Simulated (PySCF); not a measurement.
**CBrOS, charge −1, SMILES `[Br-].O=C=S`: what the electrons do**

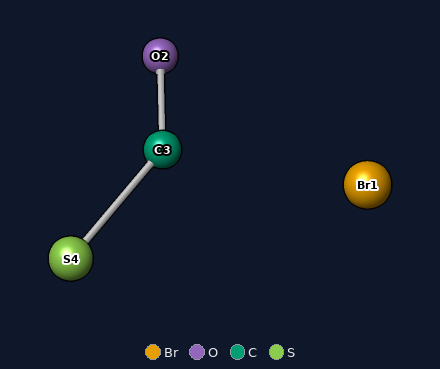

The molecule, with its atoms numbered as below. The pair's geometry is semi-empirical, so its contact may be too short or too long.

Cartesian coordinates (Å):

```
Br1     -1.2496    0.1502    0.0000
O2       0.9371   -1.7174    0.0000
C3       0.9262   -0.5348    0.0000
S4       1.9178    0.7306    0.0000
```

### 1. Bonding charge

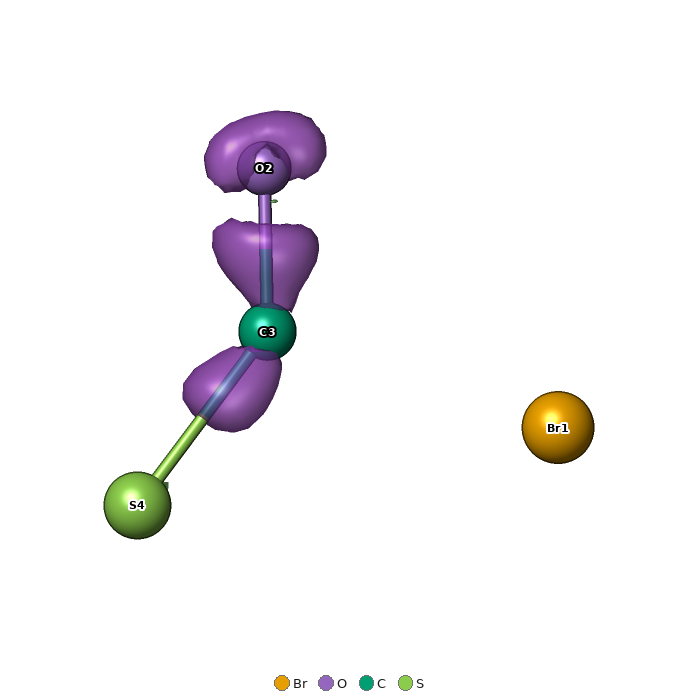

Deformation density (molecule less spherical, spin-averaged free atoms at the same positions), surfaces at ±0.3 e/Å³; purple: gain, green: loss.

Method: CAM-B3LYP/def2-SVPD; geometry: GFN2-xTB; program: PySCF.

Question: Describe the bonding that the map shows.

Answer: O2–C3: +0.71 e/Å³ at the bond critical point (bond length 1.18 Å). Br1–C3: +0.03 e/Å³ at the bond critical point (bond length 2.28 Å). C3–S4: +0.02 e/Å³ at the bond critical point (bond length 1.61 Å); up to 0.6 Å beside the axis the gain reaches +0.55 e/Å³. In all, 1.6 electrons gather in the regions of gain relative to the promolecule of neutral atoms (this includes the anion's extra charge). A small or negative value marks a very polar bond, one between electron-rich atoms, whose free-atom densities already overlap strongly, a long bond to a heavier atom, or a closed-shell contact such as a hydrogen bond.

### 2. Bond critical points

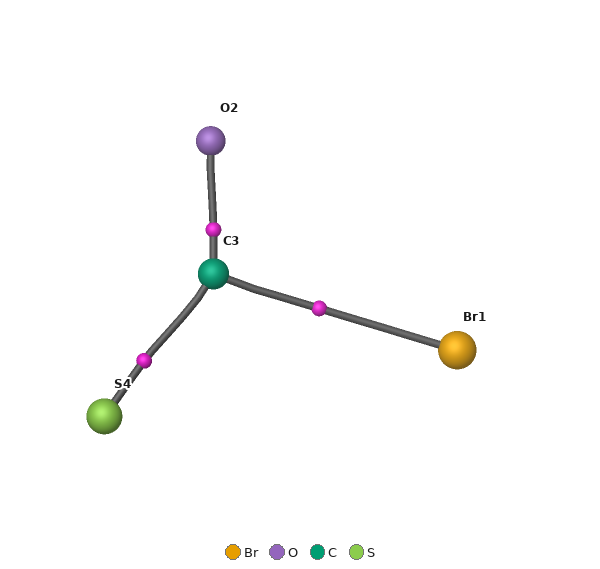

Molecular graph of the electron density (QTAIM): bond paths, bond critical points (magenta), ring points (cyan, if any); weak paths are dashed.

Question: How many critical points of each kind are there, and does the count close?

Answer: 4 nuclei, 3 bond, 0 ring and 0 cage critical points: 4 − 3 + 0 − 0 = 1, as the Poincaré–Hopf relation requires.

Question: Tabulate density, Laplacian, ellipticity and energy density at the bond critical points (atomic units).

Answer:
```json
{"bond": "O2–C3", "length (Å)": "1.183", "ρ (a.u.)": "0.435", "∇²ρ (a.u.)": "+0.46", "ε": "0.04", "H (a.u.)": "−0.779"}
{"bond": "C3–S4", "length (Å)": "1.608", "ρ (a.u.)": "0.224", "∇²ρ (a.u.)": "+0.53", "ε": "0.07", "H (a.u.)": "−0.245"}
{"bond": "Br1–C3", "length (Å)": "2.281", "ρ (a.u.)": "0.074", "∇²ρ (a.u.)": "+0.04", "ε": "0.01", "H (a.u.)": "−0.019"}
```

Question: What kind of interaction is Br1–C3?

Answer: Polar or intermediate (positive Laplacian, negative energy density H): ρ = 0.074, ∇²ρ = +0.04, H = −0.019 a.u.

### 3. Electrostatic potential

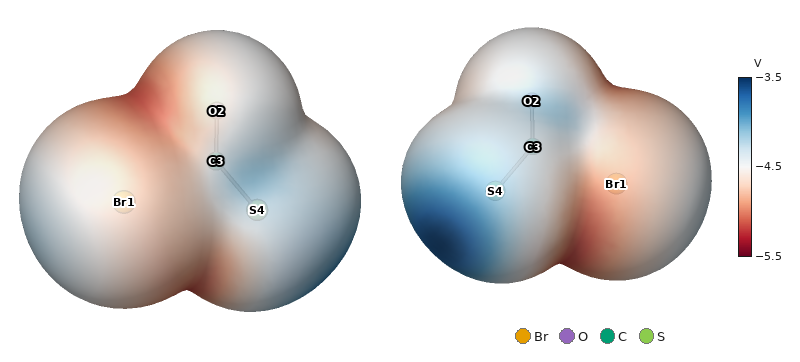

Electrostatic potential on the surface of electron density 0.001 a.u. (back view left, front view right).

Question: Where are the extremes of the potential on the surface?

Answer: Highest: −3.52 V, 2.1 Å from S4. Further maxima include −4.11 V, off the O2–C3 bond (1.9 to 2.0 Å from its atoms), and at like points elsewhere; −4.23 V, 2.3 Å from Br1. Lowest: −5.20 V, near Br1 (2.42 Å) and S4 (2.49 Å). The surface is sampled at points, so like sites can differ by a few per cent and only the strongest of them is named.

The PySCF run shown took 15 s on 1 thread of Intel(R) Xeon(R) Platinum 8259CL CPU @ 2.50GHz (Skylake/Cascade Lake) (shared host).
